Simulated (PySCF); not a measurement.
The calculation's input:

```
{"job": {"kind": "epr", "basis": "pcH-1"}, "charge": 0, "multiplicity": 2}
C      2.670863     0.127633     0.239922
C      1.604954    -0.846401     0.557291
Si     0.254297    -1.337286    -0.596598
C     -1.270421    -0.171401    -0.479542
Si    -2.110004    -0.225306     1.223950
Si    -0.882009     1.602886    -1.035211
H      2.607529     1.000736     0.897840
H      2.609951     0.467012    -0.790938
H      3.659961    -0.309069     0.410284
H      1.636717    -1.245102     1.561542
H     -0.184718    -2.706481    -0.284956
H      0.748290    -1.291241    -1.982823
H     -1.993354    -0.572238    -1.197668
H     -2.489548    -1.601285     1.560930
H     -1.203448     0.284794     2.255832
H     -3.324591     0.598205     1.216591
H     -0.264827     1.595300    -2.366621
H      0.036248     2.244750    -0.090490
H     -2.115693     2.393743    -1.106797
```

Run with:

```sh
OMP_NUM_THREADS=1 python probes_run.py task.json out
```

Geometry: GFN2-xTB.

All numbers below come from PySCF, UKS B3LYP, pcH-1 on C H Si, non-relativistic, mean-field spin-orbit, GIAO.

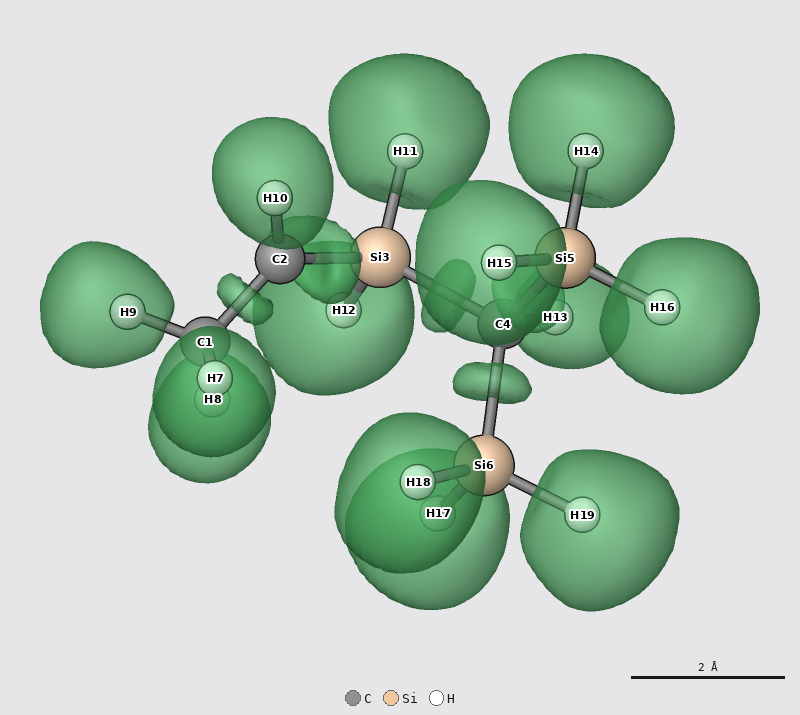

C₃H₁₃Si₃ (SMILES C[CH][SiH2]C([SiH3])[SiH3]) (doublet). Isosurface of the electron localisation function at 0.85 (green), seen at a tilt. Core shells and regions of very low density are left out.

Question: Describe the localisation domains.

Answer: The surface consists of one region between bonded C–C atoms (shared pairs), four regions between bonded C–Si atoms (shared pairs) and 13 regions around hydrogen nuclei.

Values along the shortest contacts:
C–C (1.48 Å): the ELF peaks at about 0.95 between the atoms: a shared electron pair. C–Si (1.84 Å): the ELF peaks at about 0.95 between the atoms (localised, covalent bonding).
